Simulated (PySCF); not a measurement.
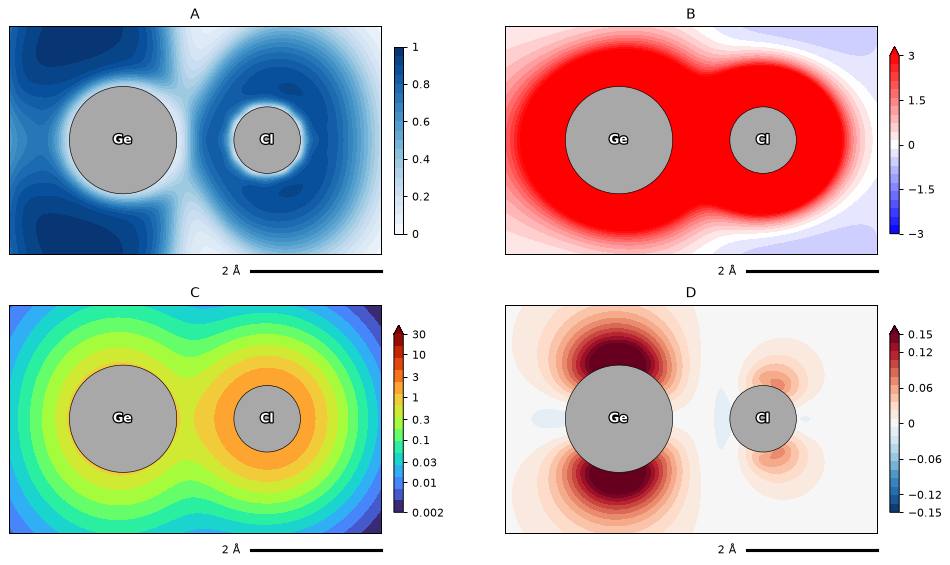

GeCl (doublet): 4 fields on a plane that holds the molecular axis, with unlabelled colour scales. Grey discs cover the atomic cores.

Level of theory: PBE0/aug-pcseg-1, non-relativistic, at a bond length of 2.205 Å in PySCF 2.14.0.

```tsv
atom	x (Å)	y (Å)	z (Å)
Ge	0.0000	0.0000	-0.7081
Cl	0.0000	0.0000	1.4969
```

The panels show electron density, electron localisation function, electrostatic potential and spin density in some order. Assign them.

Answer. Panel A: electron localisation function. Panel B: electrostatic potential (strongly positive close to the atoms, with negative regions outside electron-rich atoms). Panel C: electron density. Panel D: spin density (confined to the atoms that carry the unpaired spin). From the grid: Ge–Cl (2.20 Å): the density is about 0.65 e/Å³ at the midpoint; the ELF peaks at about 0.85 in the valence shell of Cl, 0.8 Å from its nucleus, and is about 0.60 at the midpoint.
